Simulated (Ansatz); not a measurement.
**Sn wire along [100], 25 atoms a period, H-terminated: bands by functional**

Wanted: the relaxed geometry and the bands of the Sn wire along [100], 25 atoms a period, H-terminated.

Main program and level: Ansatz 0.2.0; DFT PBE, plane waves, PAW; relaxation of a wire's period; PAW set soft_1, in the first sound run; inputs show where later runs differ.

## 1. Starting point

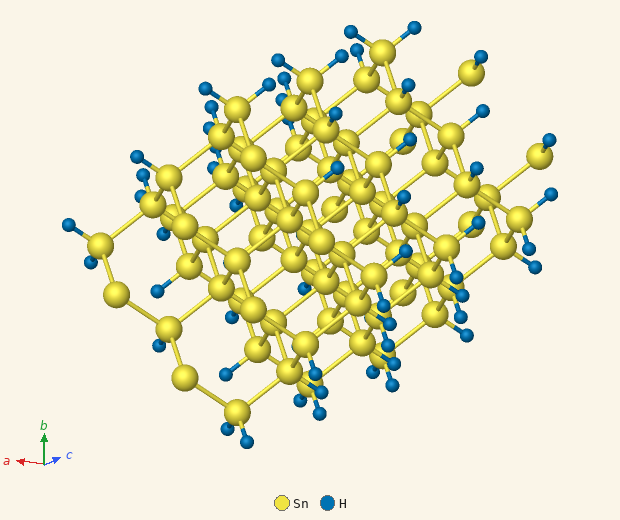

Start, viewed at a slant to the c axis; tin yellow, hydrogen blue. 1×1×3 cells are drawn. Some periodic images of atoms are drawn too.

The cell holds 45 atoms: 25 Sn and 20 H. Its edges and angles: a = 22.121 Å, b = 22.121 Å, c = 6.650 Å, α = 90.0°, β = 90.0°, γ = 90.0°. Vacuum lies along a and b. The structure's axis is c.

## 2. Relaxation of atoms and period

Band widths follow the bond lengths, so the wire is relaxed first. The atoms and the third cell vector are free; the box across stays fixed as vacuum. A Fermi-Dirac smearing is set since the result may be a metal. The pressure printed is a third of the stress's trace over the whole box, vacuum included; only the stress along the axis is relaxed.

input.yaml reads:

```yaml
crystal:
  lattice:
    - [22.121, 0.0, 0.0]
    - [0.0, 22.121, 0.0]
    - [0.0, 0.0, 6.65]
  atoms:
    - { symbol: Sn, position: [0.274529315, 0.575148636, 0.0] }
    - { symbol: Sn, position: [0.424838975, 0.424838975, 0.0] }
    - { symbol: Sn, position: [0.424838975, 0.725458296, 0.0] }
    - { symbol: Sn, position: [0.575148636, 0.274529315, 0.0] }
    - { symbol: Sn, position: [0.575148636, 0.575148636, 0.0] }
    - { symbol: Sn, position: [0.725458296, 0.424838975, 0.0] }
    - { symbol: H, position: [0.153700104, 0.454319425, 0.098065719] }
    - { symbol: H, position: [0.304009764, 0.304009764, 0.098065719] }
    - { symbol: H, position: [0.454319425, 0.153700104, 0.098065719] }
    - { symbol: H, position: [0.545668186, 0.846287507, 0.098065719] }
    - { symbol: H, position: [0.695977846, 0.695977846, 0.098065719] }
    - { symbol: H, position: [0.846287507, 0.545668186, 0.098065719] }
    - { symbol: Sn, position: [0.199374484, 0.499993805, 0.25] }
    - { symbol: Sn, position: [0.349684145, 0.349684145, 0.25] }
    - { symbol: Sn, position: [0.349684145, 0.650303466, 0.25] }
    - { symbol: Sn, position: [0.499993805, 0.199374484, 0.25] }
    - { symbol: Sn, position: [0.499993805, 0.499993805, 0.25] }
    - { symbol: Sn, position: [0.499993805, 0.800613126, 0.25] }
    - { symbol: Sn, position: [0.650303466, 0.349684145, 0.25] }
    - { symbol: Sn, position: [0.650303466, 0.650303466, 0.25] }
    - { symbol: Sn, position: [0.800613126, 0.499993805, 0.25] }
    - { symbol: H, position: [0.153700104, 0.545668186, 0.401934281] }
    - { symbol: H, position: [0.304009764, 0.695977846, 0.401934281] }
    - { symbol: H, position: [0.454319425, 0.846287507, 0.401934281] }
    - { symbol: H, position: [0.545668186, 0.153700104, 0.401934281] }
    - { symbol: H, position: [0.695977846, 0.304009764, 0.401934281] }
    - { symbol: H, position: [0.846287507, 0.454319425, 0.401934281] }
    - { symbol: Sn, position: [0.274529315, 0.424838975, 0.5] }
    - { symbol: Sn, position: [0.424838975, 0.274529315, 0.5] }
    - { symbol: Sn, position: [0.424838975, 0.575148636, 0.5] }
    - { symbol: Sn, position: [0.575148636, 0.424838975, 0.5] }
    - { symbol: Sn, position: [0.575148636, 0.725458296, 0.5] }
    - { symbol: Sn, position: [0.725458296, 0.575148636, 0.5] }
    - { symbol: H, position: [0.228854934, 0.379164595, 0.651934281] }
    - { symbol: H, position: [0.379164595, 0.228854934, 0.651934281] }
    - { symbol: H, position: [0.620823016, 0.771132677, 0.651934281] }
    - { symbol: H, position: [0.771132677, 0.620823016, 0.651934281] }
    - { symbol: Sn, position: [0.349684145, 0.499993805, 0.75] }
    - { symbol: Sn, position: [0.499993805, 0.349684145, 0.75] }
    - { symbol: Sn, position: [0.499993805, 0.650303466, 0.75] }
    - { symbol: Sn, position: [0.650303466, 0.499993805, 0.75] }
    - { symbol: H, position: [0.228854934, 0.620823016, 0.848065719] }
    - { symbol: H, position: [0.379164595, 0.771132677, 0.848065719] }
    - { symbol: H, position: [0.620823016, 0.228854934, 0.848065719] }
    - { symbol: H, position: [0.771132677, 0.379164595, 0.848065719] }
kpoints:
  mp_grid: { grid: [1, 1, 13] }
scf:
  occupations: { method: fermi_dirac, width: 0.05 }
hamiltonian:
  xc: pbe
  pseudopotentials: { kind: paw, azcp: { folder: soft_1 } }
relax:
  cell: { fix: [a, b, alpha, beta, gamma] }
  max_steps: 45
  f_tol: 0.03
```

Command:

```sh
> ansatz run input.yaml --threads 4 --pin off --max-ram 16384MiB --backend cpu --events-out ev --progress --plain --runs-dir out
```

Numbers of over 12 decimals in the logs are rounded to 6 here.

The program printed:

```text
Engine: ansatz 0.2.0, aarch64-unknown-linux-gnu
Pseudopotentials: kind: paw
Pseudopotential: Sn, paw, valence charge 14, recommended cutoff 420 eV (normal), soft_1/Sn.paw.azcp
Pseudopotential: H, paw, valence charge 1, recommended cutoff 420 eV (normal), soft_1/H.paw.azcp
Functional definition: PBE
  parameter kappa = 0.804
  parameter beta = 0.066725
  exchange = pbe_x(kappa = kappa, mu = beta*pi^2/3)
  correlation = pbe_c(beta = beta)
Crystal: 45 atoms, lattice volume = 3254.102 Å³
Basis set: ecut = 420 eV, 63583 PW (Γ), exchange–correlation on 300×300×90 points (8 copies of the dense FFT grid, shifted against one another)
Bands: 230, of which v1, the nominal top of the filled ones, is band 185 counted from 1 (184 counted from 0)
Symmetry: 8 space group operations
Space group: P-42m (ITA 111), of the structure as read, at distance tolerance 1.5e-4 Å
k-points: 7 of 13
Non-local potential: Sn, projectors of the file, l = 0: 2, l = 1: 2, l = 2: 2, l = 3: 1
Non-local potential: H, projectors of the file, l = 0: 2, l = 1: 1
PAW form: soft (Blöchl's): semilocal exchange-correlation on the pseudo side does not see the compensation charge
PAW one-centre angular grid: Sn, 590 points (default); XC on 64 Gauss nodes
PAW one-centre angular grid: H, 110 points (default); XC on 64 Gauss nodes
Initial density: superposition of atomic densities (neutral atoms: chi_scale 0, normalization atom)
Initial wavefunctions: pseudopotential atomic-orbital guess
Functional: x = pbe(κ = 0.804, μ = 0.219515), c = pbe(β = 0.066725)
SCF iter   1: F=—  HF=-150921.481926 eV  |F-HF|=—  |Δ(HF+E_count)|=         —  Δρ=2.46e-2  dr2=2.08e1  ethr=3.10e-3  ⟨swp⟩=7.0  Hψ=7264  notcnv=0  defer=57
preconditioner: auto → Resta (q_TF=auto, 1.899 Å⁻¹)  ε∞=1.9  [insulator: Δε(μ)=1.237 eV  Ē_g=7.703 eV  σ=0.050 eV  W_gap=1.00  n_scr=340 (ndim 8)  ℏωp=7.1 eV  f_vac=0.597  D(μ)=0.00/eV (n_scr^D=0)  ε∞_Penn≈1.9  vacuum switching on, ρ_ref=4.3e-3 e/Å³]
SCF iter   2: F=—  HF=-150916.733938 eV  |F-HF|=—  |Δ(HF+E_count)|=    4.75e0  Δρ=9.23e-3  dr2=4.82e0  ethr=3.10e-3  ⟨swp⟩=3.3  Hψ=2316  notcnv=0  defer=242
SCF iter   3: F=—  HF=-150916.238641 eV  |F-HF|=—  |Δ(HF+E_count)|=   4.95e-1  Δρ=4.40e-3  dr2=3.38e0  ethr=1.30e-3  ⟨swp⟩=3.6  Hψ=2211  notcnv=0  defer=242
SCF iter   4: F=—  HF=-150915.774037 eV  |F-HF|=—  |Δ(HF+E_count)|=   4.65e-1  Δρ=1.35e-3  dr2=1.97e-1  ethr=9.14e-4  ⟨swp⟩=3.9  Hψ=2372  notcnv=0  defer=239
SCF iter   5: F=—  HF=-150915.768089 eV  |F-HF|=—  |Δ(HF+E_count)|=   5.95e-3  Δρ=5.13e-4  dr2=9.13e-3  ethr=5.32e-5  ⟨swp⟩=2.0  Hψ=1880  notcnv=0  defer=241
SCF iter   6: F=—  HF=-150915.774098 eV  |F-HF|=—  |Δ(HF+E_count)|=   6.01e-3  Δρ=1.64e-4  dr2=1.08e-3  ethr=2.47e-6  ⟨swp⟩=2.0  Hψ=1789  notcnv=0  defer=241
SCF iter   7: F=—  HF=-150915.775122 eV  |F-HF|=—  |Δ(HF+E_count)|=   1.02e-3  Δρ=4.37e-5  dr2=1.74e-4  ethr=2.91e-7  ⟨swp⟩=2.0  Hψ=1789  notcnv=0  defer=241
SCF iter   8: F=—  HF=-150915.775173 eV  |F-HF|=—  |Δ(HF+E_count)|=   5.12e-5  Δρ=1.30e-5  dr2=6.56e-6  ethr=4.69e-8  ⟨swp⟩=2.0  Hψ=1789  notcnv=0  defer=241
SCF iter   9: F=—  HF=-150915.774989 eV  |F-HF|=—  |Δ(HF+E_count)|=   1.84e-4  Δρ=3.69e-6  dr2=5.81e-7  ethr=1.77e-9  ⟨swp⟩=2.7  Hψ=2758  notcnv=0  defer=241
SCF iter  10: F=-150915.774990 eV  HF=-150915.774990 eV  |F-HF|=9.87e-9  |Δ(HF+E_count)|=   1.33e-6  Δρ=1.05e-6  dr2=7.24e-8  ethr=2.70e-11  ⟨swp⟩=5.3  Hψ=5927  notcnv=0
SCF 1 converged in 10 iterations: F = -150915.774990 eV  dr2 = 7.24e-8
  greatest PAW one-centre occupation: 0.991 electrons in one spin orbital (limit 2), on the Sn atom at site 12 (counted from 0), in its partial waves of l = 2
relax step   1: F+E_penalty+E_count = -150915.77498996 eV  Δ(F+E_penalty+E_count) = +0.000e0 eV  max|allowed force component| = 1.804e-1 eV/Å  Δτ_max = 0.0000 Å  P = -0.345 GPa  Ω = 3254.102 Å³  fix = [a, b, alpha, beta, gamma]  reactions: a -0.343, b -0.343 GPa  (10 SCF iters, dr2 threshold 1.00e-7 eV, accepted)
Crystal: 45 atoms, lattice volume = 3215.406 Å³
Basis set: ecut = 420 eV, 62773 PW (Γ), exchange–correlation on 300×300×90 points (8 copies of the dense FFT grid, shifted against one another)
Initial density: handed on by an earlier stage of this run
Initial wavefunctions: those handed on with the density
iter 1 solved again at ethr=2.90e-4 eV; its pass at ethr=3.10e-3 eV (dr2=1.07e0 eV) is discarded
SCF iter   1: F=—  HF=-150915.071386 eV  |F-HF|=—  |Δ(HF+E_count)|=         —  Δρ=6.78e-3  dr2=1.07e0  ethr=2.90e-4  ⟨swp⟩=6.6  Hψ=8642  notcnv=0
preconditioner: auto → Resta (q_TF=auto, 1.903 Å⁻¹)  ε∞=1.4  [insulator: Δε(μ)=1.876 eV  Ē_g=19.054 eV  σ=0.050 eV  W_gap=1.00  n_scr=338 (ndim 8)  ℏωp=12.6 eV  f_vac=0.650  D(μ)=0.00/eV (n_scr^D=0)  ε∞_Penn≈1.4  vacuum switching on, ρ_ref=2.6e-2 e/Å³]
SCF iter   2: F=—  HF=-150914.950521 eV  |F-HF|=—  |Δ(HF+E_count)|=   1.21e-1  Δρ=3.17e-3  dr2=3.14e-1  ethr=2.89e-4  ⟨swp⟩=4.9  Hψ=3109  notcnv=0  defer=54
SCF iter   3: F=—  HF=-150915.003619 eV  |F-HF|=—  |Δ(HF+E_count)|=   5.31e-2  Δρ=1.75e-3  dr2=5.84e-1  ethr=8.49e-5  ⟨swp⟩=4.7  Hψ=3380  notcnv=0  defer=229
SCF iter   4: F=—  HF=-150914.921737 eV  |F-HF|=—  |Δ(HF+E_count)|=   8.19e-2  Δρ=3.23e-4  dr2=4.08e-3  ethr=8.49e-5  ⟨swp⟩=3.4  Hψ=1870  notcnv=0  defer=240
SCF iter   5: F=—  HF=-150914.922083 eV  |F-HF|=—  |Δ(HF+E_count)|=   3.46e-4  Δρ=9.87e-5  dr2=5.24e-4  ethr=1.10e-6  ⟨swp⟩=2.4  Hψ=3058  notcnv=0  defer=240
SCF iter   6: F=—  HF=-150914.921950 eV  |F-HF|=—  |Δ(HF+E_count)|=   1.33e-4  Δρ=4.05e-5  dr2=4.66e-5  ethr=1.42e-7  ⟨swp⟩=2.0  Hψ=1755  notcnv=0  defer=240
SCF iter   7: F=—  HF=-150914.921977 eV  |F-HF|=—  |Δ(HF+E_count)|=   2.62e-5  Δρ=9.43e-6  dr2=4.50e-6  ethr=1.26e-8  ⟨swp⟩=2.0  Hψ=1866  notcnv=0  defer=240
SCF iter   8: F=-150914.921977 eV  HF=-150914.921978 eV  |F-HF|=8.82e-8  |Δ(HF+E_count)|=   8.81e-7  Δρ=3.58e-6  dr2=5.48e-7  ethr=5.50e-10  ⟨swp⟩=5.3  Hψ=5101  notcnv=0
SCF 2 converged in 8 iterations: F = -150914.921977 eV  dr2 = 5.48e-7
  greatest PAW one-centre occupation: 0.990 electrons in one spin orbital (limit 2), on the Sn atom at site 16 (counted from 0), in its partial waves of l = 2
relax step   2: F+E_penalty+E_count = -150914.92197749 eV  Δ(F+E_penalty+E_count) = +8.530e-1 eV  max|allowed force component| = 1.158e0 eV/Å  Δτ_max = 0.1947 Å  P = +0.573 GPa  Ω = 3215.406 Å³  energy of the carried Pulay correction = +2.700e-3 eV  fix = [a, b, alpha, beta, gamma]  (8 SCF iters, dr2 threshold 2.03e-6 eV, rejected (line search))
Crystal: 45 atoms, lattice volume = 3242.736 Å³
[...]
relax step   5: F+E_penalty+E_count = -150915.91999133 eV  Δ(F+E_penalty+E_count) = +9.708e-4 eV  max|allowed force component| = 2.639e-2 eV/Å  Δτ_max = 0.0000 Å  P = -0.015 GPa  Ω = 3241.270 Å³  fix = [a, b, alpha, beta, gamma]  reactions: a -0.013, b -0.013 GPa  stress off target by 2.03e-2 GPa on what of the cell is left free  SCF on the basis re-selected at this cell (its energy is not comparable with the rows above)  (6 SCF iters)
basis re-selected at this cell: Δ(F+E_penalty+E_count) = +9.708e-4 eV, ΔP = -0.000 GPa vs the last step (what re-selecting the basis moved, of the pressure what is left beyond the Pulay correction that the steps carried, after the strain that the cell walked since its last selection, with what the two solves' SCF thresholds leave and, on support functions, any second-order correction that the steps lacked; it is no m [...]
SCF converged after 6 iterations
Free energy (F): -150915.919991 eV
Harris-Foulkes:  -150915.919991 eV  (|F-HF|=1.46e-10)
Internal energy: -150915.919991 eV  (E = F + TS)
E sigma→0 (E₀):  -150915.919991 eV
Entropy (-TS):   -0.000000 eV (-0.000 meV/atom)
Fermi energy:    -1.101238 eV
--- Per-component energies (eV) ---
  E_band       = -6292.836426
  E_kinetic    = 4444.857597
  E_local      = -196959.188030  (includes V_loc(G=0)·N_el)
  E_nonlocal   = 3633.117918
  E_hartree    = 96463.847466
  E_xc         = -3295.873045
  E_vxc        = -2198.937359  (∫ρ·V_xc dr)
  E_paw        = -109269.409707  (= ΣΔE_a)
  E_vpaw       = -8140.372515  (= ΣTr[D̂ρ^β])
  E_aug_tail   = -0.010433  (compensation charges beyond the density's cutoff)
  E_ewald      = 54066.738242
  E_smearing   = -0.000000  (= −TS)
  E_closure    = -0.000000  (closes the sum)
  Σ components = -150915.919991   (vs F -150915.919991, Δ=0.00e0)
--- Forces (eV/Å), atoms counted from 1 ---
  atom   1  Sn     0.01783402    -0.01211381    -0.02358686
  atom   2  Sn    -0.00187325    -0.00187325    -0.00102678
  atom   3  Sn     0.01211381    -0.01783402    -0.02358686
  atom   4  Sn    -0.01211381     0.01783402    -0.02358686
  atom   5  Sn     0.00187325     0.00187325    -0.00102678
  atom   6  Sn    -0.01783402     0.01211381    -0.02358686
  atom   7  H     -0.00429342    -0.00831717    -0.00427167
  atom   8  H     -0.00135293    -0.00135293     0.00343486
  atom   9  H     -0.00831717    -0.00429342    -0.00427167
  atom  10  H      0.00831717     0.00429342    -0.00427167
  atom  11  H      0.00135293     0.00135293     0.00343486
  atom  12  H      0.00429342     0.00831717    -0.00427167
  atom  13  Sn    -0.00940360    -0.00000000    -0.00000000
  atom  14  Sn     0.01528380     0.01528380    -0.02639289
  atom  15  Sn     0.01528380    -0.01528380     0.02639289
  atom  16  Sn    -0.00000000    -0.00940360     0.00000000
  atom  17  Sn     0.00000000    -0.00000000    -0.00000000
  atom  18  Sn     0.00000000     0.00940360    -0.00000000
  atom  19  Sn    -0.01528380     0.01528380     0.02639289
  atom  20  Sn    -0.01528380    -0.01528380    -0.02639289
  atom  21  Sn     0.00940360     0.00000000     0.00000000
  atom  22  H     -0.00429342     0.00831717     0.00427167
  atom  23  H     -0.00135293     0.00135293    -0.00343486
  atom  24  H     -0.00831717     0.00429342     0.00427167
  atom  25  H      0.00831717    -0.00429342     0.00427167
  atom  26  H      0.00135293    -0.00135293    -0.00343486
  atom  27  H      0.00429342    -0.00831717     0.00427167
  atom  28  Sn     0.01783402     0.01211381     0.02358686
  atom  29  Sn     0.01211381     0.01783402     0.02358686
  atom  30  Sn    -0.00187325     0.00187325     0.00102678
  atom  31  Sn     0.00187325    -0.00187325     0.00102678
  atom  32  Sn    -0.01211381    -0.01783402     0.02358686
  atom  33  Sn    -0.01783402    -0.01211381     0.02358686
  atom  34  H     -0.00167962    -0.00084919    -0.00175334
  atom  35  H     -0.00084919    -0.00167962    -0.00175334
  atom  36  H      0.00084919     0.00167962    -0.00175334
  atom  37  H      0.00167962     0.00084919    -0.00175334
  atom  38  Sn    -0.00112166    -0.00000000    -0.00000000
  atom  39  Sn    -0.00000000    -0.00112166    -0.00000000
  atom  40  Sn     0.00000000     0.00112166    -0.00000000
  atom  41  Sn     0.00112166     0.00000000     0.00000000
  atom  42  H     -0.00167962     0.00084919     0.00175334
  atom  43  H     -0.00084919     0.00167962     0.00175334
  atom  44  H      0.00084919    -0.00167962     0.00175334
  atom  45  H      0.00167962    -0.00084919     0.00175334
  max |Σ_I F_I| component: 7.16e-18 eV/Å
--- Stress (GPa, compression-positive) ---
       -0.012687      -0.000000      -0.000000
       -0.000000      -0.012687       0.000000
       -0.000000       0.000000      -0.020278
  P = ⅓ Tr σ = -0.0152 GPa (-0.152 kbar)
--- Relaxed structure (4 steps of the walk, 3 accepted, 1 SCFs on fresh bases) ---
  F+E_penalty+E_count = -150915.91999133 eV   max|allowed force component| = 2.639e-2 eV/Å   (the final SCF, on the basis selected at the relaxed cell)
  cell:  # Å, volume = 3241.2697 Å³
    - [22.121, 0, 0]
    - [0, 22.121, 0]
    - [0, 0, 6.623776]
  atoms:
    - { symbol: Sn, position: [0.276208, 0.573627, 0.00381742] }
    - { symbol: Sn, position: [0.425106, 0.425106, -0.00035456] }
    - { symbol: Sn, position: [0.426373, 0.723792, 0.00381742] }
    - { symbol: Sn, position: [0.573627, 0.276208, 0.00381742] }
    - { symbol: Sn, position: [0.574894, 0.574894, -0.00035456] }
    - { symbol: Sn, position: [0.723792, 0.426373, 0.00381742] }
    - { symbol: H, position: [0.155272, 0.455684, 0.101071] }
    - { symbol: H, position: [0.306128, 0.306128, 0.102004] }
    - { symbol: H, position: [0.455684, 0.155272, 0.101071] }
    - { symbol: H, position: [0.544316, 0.844728, 0.101071] }
    - { symbol: H, position: [0.693872, 0.693872, 0.102004] }
    - { symbol: H, position: [0.844728, 0.544316, 0.101071] }
    - { symbol: Sn, position: [0.201937, 0.5, 0.250000] }
    - { symbol: Sn, position: [0.351445, 0.351445, 0.255070] }
    - { symbol: Sn, position: [0.351445, 0.648555, 0.244930] }
    - { symbol: Sn, position: [0.5, 0.201937, 0.250000] }
    - { symbol: Sn, position: [0.5, 0.5, 0.250000] }
    - { symbol: Sn, position: [0.5, 0.798063, 0.250000] }
    - { symbol: Sn, position: [0.648555, 0.351445, 0.244930] }
    - { symbol: Sn, position: [0.648555, 0.648555, 0.255070] }
    - { symbol: Sn, position: [0.798063, 0.5, 0.250000] }
    - { symbol: H, position: [0.155272, 0.544316, 0.398929] }
    - { symbol: H, position: [0.306128, 0.693872, 0.397996] }
    - { symbol: H, position: [0.455684, 0.844728, 0.398929] }
    - { symbol: H, position: [0.544316, 0.155272, 0.398929] }
    - { symbol: H, position: [0.693872, 0.306128, 0.397996] }
    - { symbol: H, position: [0.844728, 0.455684, 0.398929] }
    - { symbol: Sn, position: [0.276208, 0.426373, 0.496183] }
    - { symbol: Sn, position: [0.426373, 0.276208, 0.496183] }
    - { symbol: Sn, position: [0.425106, 0.574894, 0.500355] }
    - { symbol: Sn, position: [0.574894, 0.425106, 0.500355] }
    - { symbol: Sn, position: [0.573627, 0.723792, 0.496183] }
    - { symbol: Sn, position: [0.723792, 0.573627, 0.496183] }
    - { symbol: H, position: [0.231022, 0.380944, 0.648908] }
    - { symbol: H, position: [0.380944, 0.231022, 0.648908] }
    - { symbol: H, position: [0.619056, 0.768978, 0.648908] }
    - { symbol: H, position: [0.768978, 0.619056, 0.648908] }
    - { symbol: Sn, position: [0.350176, 0.5, 0.750000] }
    - { symbol: Sn, position: [0.5, 0.350176, 0.750000] }
    - { symbol: Sn, position: [0.5, 0.649824, 0.750000] }
    - { symbol: Sn, position: [0.649824, 0.5, 0.750000] }
    - { symbol: H, position: [0.231022, 0.619056, 0.851092] }
    - { symbol: H, position: [0.380944, 0.768978, 0.851092] }
    - { symbol: H, position: [0.619056, 0.231022, 0.851092] }
    - { symbol: H, position: [0.768978, 0.380944, 0.851092] }
```

Elapsed: 19 min, on 4 threads of Arm Neoverse V1, shared host; peak memory 12 GiB; 74 min of CPU time.

Step by step:

| step | energy less that of the first step (eV) | largest force component (eV/Å) | pressure (GPa) | volume (Å³) |
| --- | --- | --- | --- | --- |
| 1 | 0.0000 | 0.1804 | -0.35 | 3254.10 |
| 2 | 0.8530 | 1.1576 | 0.57 | 3215.41 |
| 3 | -0.1384 | 0.0865 | -0.07 | 3242.74 |
| 4 | -0.1460 | 0.0264 | -0.02 | 3241.27 |
| 5* | -0.1450 | 0.0264 | -0.02 | 3241.27 |

Relaxation steps marked * repeat the geometry before them on a plane-wave basis chosen anew for their cell, so energy and pressure can jump there. Relaxation step 2 was tried and not accepted.

The run keeps the 8 symmetry operations that it works with, so distortions that break them were not tested.

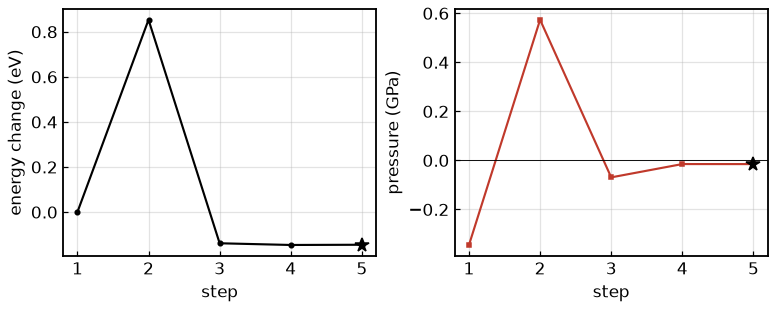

Energy and pressure along the relaxation. Stars mark steps on a basis chosen anew.

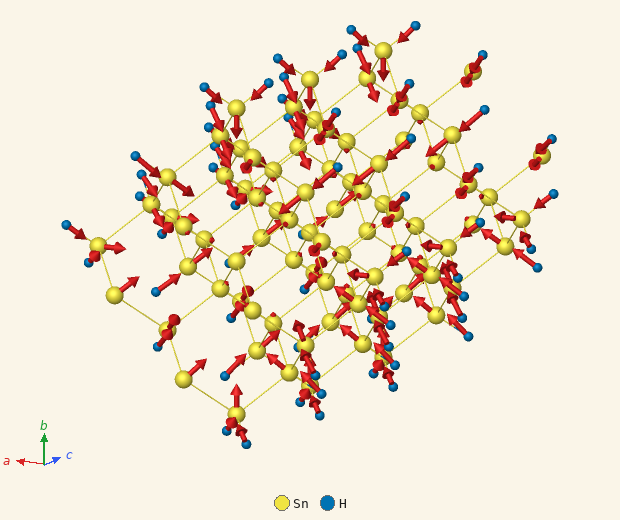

Displacements in the relaxation, exaggerated, measured against the changing cell; the longest in the cell stands for 0.07 Å. 1×1×3 cells are drawn. Some periodic images of atoms are drawn too.

| cell as run | before | after | change |
| --- | --- | --- | --- |
| c (Å) | 6.650 | 6.624 | -0.4 % |

The atoms that moved most (Å, along periodic axes as changes of fractional coordinates times the final cell, across vacuum about the mean position):

| atom | dx | dy | dz | length |
| --- | --- | --- | --- | --- |
| H8 | 0.047 | 0.047 | 0.026 | 0.071 |
| H23 | 0.047 | -0.047 | -0.026 | 0.071 |
| H26 | -0.047 | 0.047 | -0.026 | 0.071 |
| H11 | -0.047 | -0.047 | 0.026 | 0.071 |
| H37 | -0.048 | -0.039 | -0.020 | 0.065 |
| H36 | -0.039 | -0.048 | -0.020 | 0.065 |
| H43 | 0.039 | -0.048 | 0.020 | 0.065 |
| H45 | -0.048 | 0.039 | 0.020 | 0.065 |

This step gave:

| Property | Result |
| --- | --- |
| cell length along the wire | 6.624 Å |

The cell's length comes to 6.624 Å with spin left out.

(Part 1 of 2 ends here.)

[Logs are printed without paths, hosts, clocks, repeated set-up lines and the standing remarks that a program may print on its own settings, such as how far it seeks lower states.]

[Hosts, paths, dates, database ids (printed as entryN), source tags and the programs' standing remarks are cut or masked in the printed files.]
